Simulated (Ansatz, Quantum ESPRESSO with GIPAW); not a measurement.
# SrO: NMR parameters from first principles

Aim: the magnetic shielding of every site in SrO.

Method: DFT, PBE, plane-wave PAW (pslibrary 1.0.0 recipes), scalar-relativistic, GIPAW; a patched development version of the program, in Quantum ESPRESSO with GIPAW 8.0dev (patched build).

### Step 1. Set-up

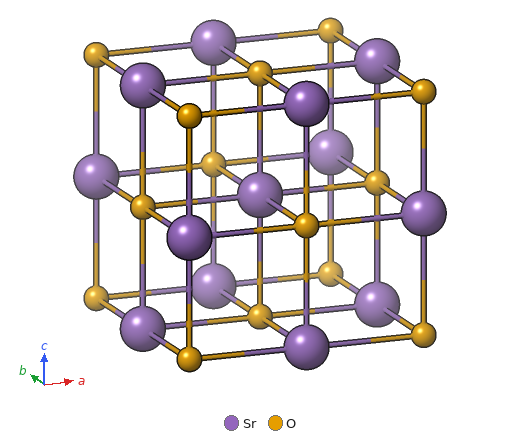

The cell as given, slightly off an axis (strontium purple, oxygen orange). This picture shows the conventional cell, with its axes. Some periodic images of atoms are drawn too.

The cell is an entry of the Crystallography Open Database; it need not be the form that is stable at ambient conditions.

A relaxation of the atoms beforehand (Quantum ESPRESSO with GIPAW) moved none by more than 0.003 Å.

### Step 2. Self-consistent run

The shielding is a linear response of the occupied states, which this run provides. It is converged far beyond what an energy needs, since the response uses the wavefunctions themselves. No empty states are asked for: the response is solved without them. The mesh has a spacing of 0.27 Å⁻¹ at most. The PAW files were made with ld1.x from the pslibrary 1.0.0 recipes, with GIPAW reconstruction switched on.

File scf.in:

```
&control
  calculation = 'scf'
  prefix = 'x'
  outdir = './tmp/'
  pseudo_dir = './'
/
&system
  ibrav = 0
  nat = 2
  ntyp = 2
  ecutwfc = 55
  ecutrho = 330
  nbnd = 8
/
&electrons
  conv_thr = 1.0d-10
  mixing_beta = 0.7
  electron_maxstep = 100
/
ATOMIC_SPECIES
  Sr 87.620 Sr.pbe-spn-kjpaw_psl.1.0.0-gipaw.UPF
  O 15.999 O.pbe-n-kjpaw_psl.1.0.0-gipaw.UPF
CELL_PARAMETERS angstrom
  0.00000000 2.56630000 2.56630000
  2.56630000 0.00000000 2.56630000
  2.56630000 2.56630000 0.00000000
ATOMIC_POSITIONS crystal
  Sr 0.50000000 0.50000000 0.50000000
  O 0.00000000 0.00000000 0.00000000
K_POINTS automatic
  8 8 8 0 0 0
```

The run is started by

```
> mpirun -np 4 pw.x -nk 4 -in scf.in > scf.out
```

Log:

```text
using ibrav=0 with symmetry is DISCOURAGED, use correct ibrav instead

     bravais-lattice index     =            0
     lattice parameter (alat)  =       6.8584  a.u.
     unit-cell volume          =     228.1124 (a.u.)^3
     number of atoms/cell      =            2
     number of atomic types    =            2
     number of electrons       =        16.00
     number of Kohn-Sham states=            8
     kinetic-energy cutoff     =      55.0000  Ry
     charge density cutoff     =     330.0000  Ry
     scf convergence threshold =      1.0E-10
     mixing beta               =       0.7000
     number of iterations used =            8  plain     mixing
     Exchange-correlation= SLA-PW-PBX-PBC
                           (   1   4   3   4   0   0   0)
[...]
Sr               10.00    87.62000     Sr( 1.00)
     O                 6.00    15.99900     O ( 1.00)

     48 Sym. Ops., with inversion, found
[...]
number of k points=    29
[...]
Dense  grid:    23049 G-vectors     FFT dimensions: (  40,  40,  40)

     Smooth grid:    12627 G-vectors     FFT dimensions: (  36,  36,  36)

     Check: negative core charge=   -0.000003

     Initial potential from superposition of free atoms

     starting charge      15.9924, renormalised to      16.0000
     Starting wfcs are   12 randomized atomic wfcs

     Self-consistent Calculation

     iteration #  1     ecut=    55.00 Ry     beta= 0.70
     Davidson diagonalization with overlap
     ethr =  1.00E-02,  avg # of iterations =  1.0

     total energy              =    -301.52284900 Ry
     estimated scf accuracy    <       0.93557505 Ry

     iteration #  2     ecut=    55.00 Ry     beta= 0.70
     Davidson diagonalization with overlap
     ethr =  5.85E-03,  avg # of iterations =  5.1

     total energy              =    -301.83541967 Ry
     estimated scf accuracy    <       2.52195567 Ry

     iteration #  3     ecut=    55.00 Ry     beta= 0.70
     Davidson diagonalization with overlap
     ethr =  5.85E-03,  avg # of iterations =  4.0

     total energy              =    -301.99597077 Ry
     estimated scf accuracy    <       0.19709500 Ry

[...]
total energy              =    -302.16504842 Ry
[...]
iteration # 44     ecut=    55.00 Ry     beta= 0.70
     Davidson diagonalization with overlap
     ethr =  5.51E-12,  avg # of iterations =  4.9

     total energy              =    -302.16504842 Ry
     estimated scf accuracy    <          1.8E-10 Ry

     iteration # 45     ecut=    55.00 Ry     beta= 0.70
     Davidson diagonalization with overlap
     ethr =  1.10E-12,  avg # of iterations =  4.4

     End of self-consistent calculation
     [one-electron energies left out]

!    total energy              =    -302.16504842 Ry
     total all-electron energy =     -6509.871177 Ry
     estimated scf accuracy    <          5.4E-11 Ry

     The total energy is the sum of the following terms:
     one-electron contribution =     -13.91110244 Ry
     hartree contribution      =      16.77544379 Ry
     xc contribution           =     -26.01980523 Ry
     ewald contribution        =     -77.77018127 Ry
     one-center paw contrib.   =    -201.23940327 Ry

     convergence has been achieved in  45 iterations
[...]
JOB DONE.
```

Run time: 19 s. Hardware: 4 MPI ranks of Arm Neoverse V1, shared host; peak memory 0.4 GiB; 76 s of CPU time.

It converged in 45 cycles to an estimated accuracy of 5e-11 Ry, on 29 irreducible k-points.

### Step 3. Magnetic response

The job finds the current that a weak uniform field induces (applied as a long wave, q_gipaw) and the field that this current makes at each nucleus. On atoms with p or d valence electrons much of the paramagnetic part arises close to the nucleus, where the PAW partial waves rebuild the true states. pawproj makes the reconstruction use the PAW data sets' own projectors.

File nmr.in:

```
&inputgipaw
  job = 'nmr'
  prefix = 'x'
  tmp_dir = './tmp/'
  restart_mode = 'from_scratch'
  verbosity = 'low'
  q_gipaw = 0.01
  spline_ps = .true.
  conv_threshold = 1.0d-11
  use_nmr_macroscopic_shape = .false.
  pawproj(1) = .true.
  pawproj(2) = .true.
/
```

The run is started by

```
> mpirun -np 4 gipaw.x -in nmr.in > nmr.out
```

Log:

```text
[banner, memory and clock lines left out]
[a note of our patched build left out]

     Parallelizing q-star over 1 images

     IMPORTANT: XC functional enforced from input :
     Exchange-correlation= PBE
                           (   1   4   3   4   0   0   0)
     Any further DFT definition will be discarded
     Please, verify this is what you really want

     Check: negative core charge=   -0.000003
[...]
projs nearly linearly dependent: l=0  n1,n2= 1, 2  s=  0.99266918
[...]
alpha_pv=     64.6051 eV

     spline_ps is .false., expect some extrapolation errors

     q-space interpolation up to    66.00 Rydberg

     GIPAW job: nmr
     NMR macroscopic correction: no
[...]
Computing the magnetic susceptibility     isolve=0    ethr=  0.1000E-10
     Starting from scratch
     k-point #    1 of    29      pool #  1    cpu time:       0.6
[...]
End of magnetic susceptibility calculation

     f-sum rule (1st term):
           -17.0860          0.0000          0.0000
             0.0000        -17.0860          0.0000
             0.0000          0.0000        -17.0860

     f-sum rule (2nd term):
            -0.2462          0.0000         -0.0000
             0.0000         -0.2462          0.0000
            -0.0000          0.0000         -0.2462

     f-sum rule (should be   -17.3315):
           -17.3321          0.0000          0.0000
             0.0000        -17.3321          0.0000
             0.0000          0.0000        -17.3321

[... susceptibilities left out ...]
     Contributions to the NMR chemical shifts: -------------------------------

     Macroscopic shape contribution in ppm:                    0.00
             0.0000          0.0000          0.0000
             0.0000          0.0000          0.0000
             0.0000          0.0000          0.0000

     Core contribution in ppm:

     Atom  1  Sr  pos: (  0.707107  0.707107  0.707107)  core sigma:        3441.03
     Atom  2  O   pos: (  0.000000  0.000000  0.000000)  core sigma:         271.07

     Bare contribution in ppm:

     Atom  1  Sr  pos: (  0.707107  0.707107  0.707107)  bare sigma:          82.20
[...]
Atom  2  O   pos: (  0.000000  0.000000  0.000000)  bare sigma:         -69.83
[...]
Diamagnetic contribution in ppm:

     Atom  1  Sr  pos: (  0.707107  0.707107  0.707107)  dia sigma:         -26.46
[...]
Atom  2  O   pos: (  0.000000  0.000000  0.000000)  dia sigma:          17.02
[...]
Paramagnetic contribution in ppm:

     Atom  1  Sr  pos: (  0.707107  0.707107  0.707107)  para sigma:       -1677.87
[...]
Atom  2  O   pos: (  0.000000  0.000000  0.000000)  para sigma:        -220.38
[...]
Paramagnetic US occ-occ contribution in ppm:

     Atom  1  Sr  pos: (  0.707107  0.707107  0.707107)  para_oo sigma:          -5.21
[...]
Atom  2  O   pos: (  0.000000  0.000000  0.000000)  para_oo sigma:           0.41
[...]
Paramagnetic US L_R Q_R contribution in ppm:

     Atom  1  Sr  pos: (  0.707107  0.707107  0.707107)  para_lq sigma:         788.49
[...]
Atom  2  O   pos: (  0.000000  0.000000  0.000000)  para_lq sigma:        -217.70
[...]
Total NMR chemical shifts in ppm: ---------------------------------------
     (adopting the Simpson convention for anisotropy and asymmetry)-----------

     Atom  1  Sr  pos: (  0.707107  0.707107  0.707107)  Total sigma:        2602.18
          2602.1802         -0.0000          0.0000
             0.0000       2602.1802          0.0000
             0.0000          0.0000       2602.1802

     Sr      1    anisotropy:      0.00    eta:    0.0000
[...]
Atom  2  O   pos: (  0.000000  0.000000  0.000000)  Total sigma:        -219.40
          -219.4041         -0.0000         -0.0000
            -0.0000       -219.4041         -0.0000
            -0.0000         -0.0000       -219.4041

     O       2    anisotropy:      0.00    eta:    0.0000
[...]
```

The job ended after 62 s (4 MPI ranks; peak memory 0.25 GiB; 4.1 min of CPU time).

The f-sum rule is met to 6.0e-4 of 17.3 (0.003 %). Converged shieldings require that this miss be small, but a small miss does not prove them.

From the symmetric part of each tensor, with principal values σ11 ≤ σ22 ≤ σ33: σ_iso is their mean, the span is σ33 − σ11 and the skew 3(σ_iso − σ22)/span. (gipaw.x prints an anisotropy in another convention.)

```csv
site,atom no.,atoms in cell,σ_iso (ppm),span (ppm),skew
Sr,1,1,2602,0,-
O,2,1,-219.4,0.0,-
```

The macroscopic shape term is switched off. For a spherical sample the valence susceptibility of this run would add about 6 ppm to every site, a rough estimate, since the susceptibility converges slowly and lacks part of the PAW terms. Differences within the crystal don't depend on it, but shieldings of different compounds can't be compared to better than a few ppm without it.

Sr and O sit on cubic site symmetry, where the tensor must be isotropic.

The quadrupolar nuclei (17O and 87Sr) sit on sites where the field gradient vanishes by symmetry, so they have no quadrupolar coupling.

### Step 4. NMR parameters by site

Covalently bonded atoms count as neighbours within 1.18 times the sum of their radii. Otherwise a cation's neighbours lie within 1.2 times its shortest bond (1.3 for large cations, each anion's radius taken off where they differ), and an anion's are the cations that count it.

```csv
site,atom no.,atoms in cell,surroundings,bonds (Å),σ_iso (ppm)
Sr,1,1,SrO6,2.566,2602
O,2,1,bound to Sr6,2.566,-219.4
```

### Step 5. What the settings change

Each row names what was changed: another mesh tests the sampling of the zone; another functional shows how far the paramagnetic term hangs on the exchange-correlation form; another cutoff tests the basis.

Changes of σ_iso (ppm) against the run above (PBE, cutoffs 55 and 330 Ry, mesh 8×8×8, 5.4 min). Times are CPU times of pw.x and gipaw.x together, on 4 MPI ranks of Arm Neoverse V1, shared host; on a shared host they are rough.

```csv
run,CPU time,f-sum miss,Sr,O
mesh 10×10×10,8.5 min,4.0e-4,+0.3,+0.2
LDA,5.1 min,8.0e-4,-64.5,-35.3
cutoffs 40 and 330 Ry (coarse on purpose),3.6 min,0.0070,+0.1,+1.1
mesh 5×5×5 (coarse on purpose),2.5 min,0.012,-10.4,-6.5
Wu-Cohen,5.3 min,8.0e-4,-31.3,-19.5
```

The largest move is -64.5 ppm, on Sr, from LDA.

### Step 6. A bad input

For contrast, the same job on a spoilt input.

scf.in, as its differences from that of step 2:

```diff
@@ -15,3 +15,3 @@
 &electrons
-  conv_thr = 1.0d-10
+  conv_thr = 1.0d-05
   mixing_beta = 0.7
```

The run is started by

```
> mpirun -np 4 pw.x -nk 4 -in scf.in > scf.out
```

This SCF reached its threshold; then the response:

nmr.in is that of step 3.

The run is started by

```
> mpirun -np 4 gipaw.x -in nmr.in > nmr.out
```

Log:

```text
[banner, memory and clock lines left out]
[a note of our patched build left out]

     Parallelizing q-star over 1 images

     IMPORTANT: XC functional enforced from input :
     Exchange-correlation= PBE
                           (   1   4   3   4   0   0   0)
     Any further DFT definition will be discarded
     Please, verify this is what you really want

     Check: negative core charge=   -0.000003
[...]
projs nearly linearly dependent: l=0  n1,n2= 1, 2  s=  0.99266918
[...]
alpha_pv=     64.6199 eV

     spline_ps is .false., expect some extrapolation errors

     q-space interpolation up to    66.00 Rydberg

     GIPAW job: nmr
     NMR macroscopic correction: no
[...]
Computing the magnetic susceptibility     isolve=0    ethr=  0.1000E-10
     Starting from scratch
     k-point #    1 of    29      pool #  1    cpu time:       0.6
[...]
End of magnetic susceptibility calculation

     f-sum rule (1st term):
           -17.0919          0.0000          0.0000
[...]
Paramagnetic contribution in ppm:

     Atom  1  Sr  pos: (  0.707107  0.707107  0.707107)  para sigma:       -1680.60
[...]
Atom  2  O   pos: (  0.000000  0.000000  0.000000)  para sigma:        -218.43
[...]
Paramagnetic US occ-occ contribution in ppm:

     Atom  1  Sr  pos: (  0.707107  0.707107  0.707107)  para_oo sigma:          -5.21
[...]
Atom  2  O   pos: (  0.000000  0.000000  0.000000)  para_oo sigma:           0.41
[...]
Paramagnetic US L_R Q_R contribution in ppm:

     Atom  1  Sr  pos: (  0.707107  0.707107  0.707107)  para_lq sigma:         788.38
[...]
Atom  2  O   pos: (  0.000000  0.000000  0.000000)  para_lq sigma:        -217.92
[...]
Total NMR chemical shifts in ppm: ---------------------------------------
     (adopting the Simpson convention for anisotropy and asymmetry)-----------

     Atom  1  Sr  pos: (  0.707107  0.707107  0.707107)  Total sigma:        2599.24
[...]
Sr      1    anisotropy:      0.00    eta:    0.0000
[...]
Atom  2  O   pos: (  0.000000  0.000000  0.000000)  Total sigma:        -217.08
[...]
O       2    anisotropy:      0.00    eta:    0.0000
[...]
```

Elapsed: 67 s, on 4 MPI ranks; peak memory 0.25 GiB; 4.4 min of CPU time.

The run ends without an error, but the fault (a loose SCF threshold) moves σ_iso of Sr by -2.9 ppm (both without the shape term); the f-sum rule is missed by 0.0059 electrons. Its numbers are not to be used. Errors of the ground-state wavefunctions pass into the induced current.

### Step 7. What came out

```yaml
17o_shielding_without_shape_term: -219.4 ppm
87sr_shielding_without_shape_term: 2602 ppm
```

17O has one site (bound to Sr6), with isotropic shielding -219.4 ppm (shape term left out). A shift needs a reference, δ = σ_ref − σ, fixed on measured compounds; for 17O of this kind at this level too few were at hand, or they scattered too widely about a line, so none is given. Going to mesh 10×10×10 changes no isotropic shielding by more than 0.26 ppm, so the main run is converged in that respect. A higher cutoff was not carried through on these files. The cheaper run with cutoffs 40 and 330 Ry takes about 65 % of the time and is off by 1.1 ppm on O. The largest change with the functional is 64.5 ppm in absolute shielding; part of that drops out once each functional has its own reference line. The scalar-relativistic files are used with non-relativistic response operators, which weighs most on the heavy atoms' own shieldings. This build of gipaw.x prints that it is not audited and that its numbers are no references by themselves. It also reports spline_ps as false although the input sets it; why was not traced. pw.x warned of eigenvalues not converged in some cycles of 1 ground-state run, which then met the threshold.

[Banner, clock, file and message-heading lines were taken out of the pw.x and gipaw.x logs.]

[Logs are printed without paths, hosts, clocks, repeated set-up lines and the standing remarks that a program may print on its own settings, such as how far it seeks lower states.]

[Hosts, paths, dates, database ids (printed as entryN), source tags and the programs' standing remarks are cut or masked in the printed files.]

[Where no reference line passes its bar on scatter, no shift is given, so a measured shift of this compound may stand uncompared.]
